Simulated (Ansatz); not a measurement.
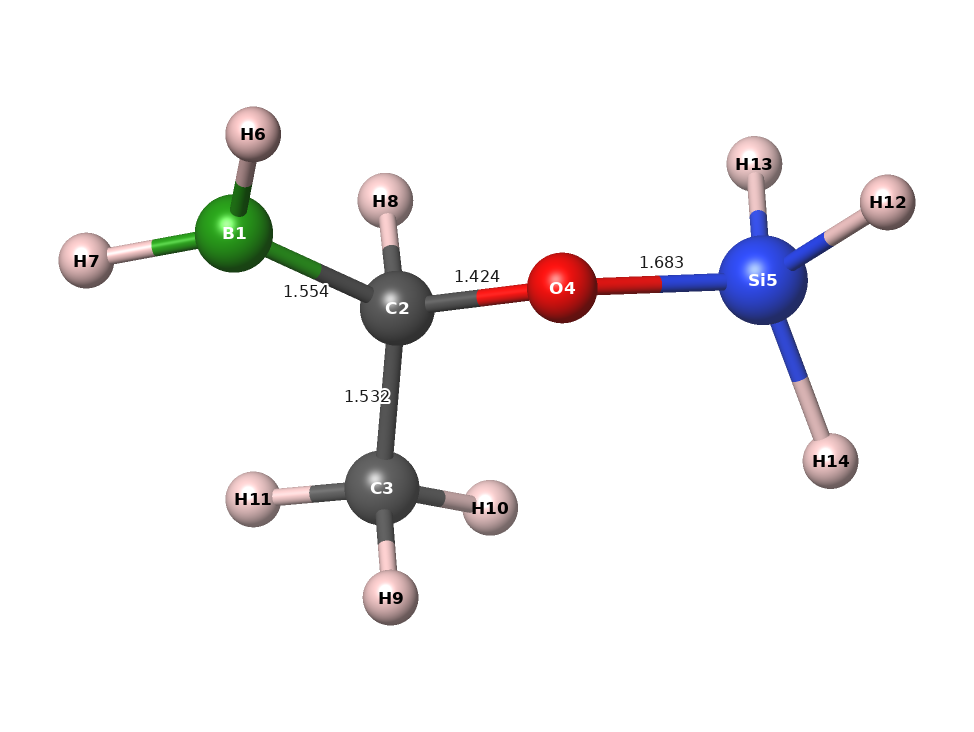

Bond lengths are marked in Å; every bond is drawn as one stick. The geometry was computed by an optimisation with PBE-D4/def2-SVP. No frequency run is at hand to confirm it as a minimum.

Question: Which of the marked bonds are single, double, triple or aromatic?

Answer: B1–C2 single; C2–C3 single; C2–O4 single; O4–Si5 single.

Question: Write the SMILES.

Answer: B[C@H](C)O[SiH3]
